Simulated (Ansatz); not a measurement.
```xyz
9

C     2.0706   -0.1174    1.7374
C     1.2766   -0.3255    0.8136
Si    0.0877   -0.7096   -0.6215
C    -1.2525    0.4914   -0.6788
C    -2.2506    1.2375   -0.7348
H     2.6789    0.1671    2.5335
H     0.8976   -0.6485   -1.8844
H    -0.3503   -2.0823   -0.4718
H    -3.0696    1.9409   -0.7103
```

The fields and orbitals are those of the mean-field reference, not of the correlated method.

Theory: MP2, Gaussian basis in Ansatz.

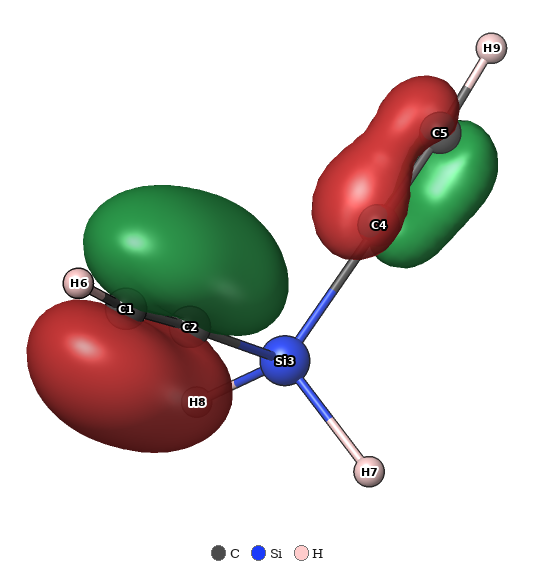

C4H4Si. The HOMO−1 at ±0.15 Å⁻³ᐟ² (green and red are the two phases), seen at an oblique angle.

Q: Describe this orbital and give its energy.

A: Its weight (Hirshfeld) is mainly on C1 (about 40 %), C2 (about 40 %), C5 (about 10 %) and C4 (about 10 %); π-bonding across C1–C2. Its energy is −10.81 eV.
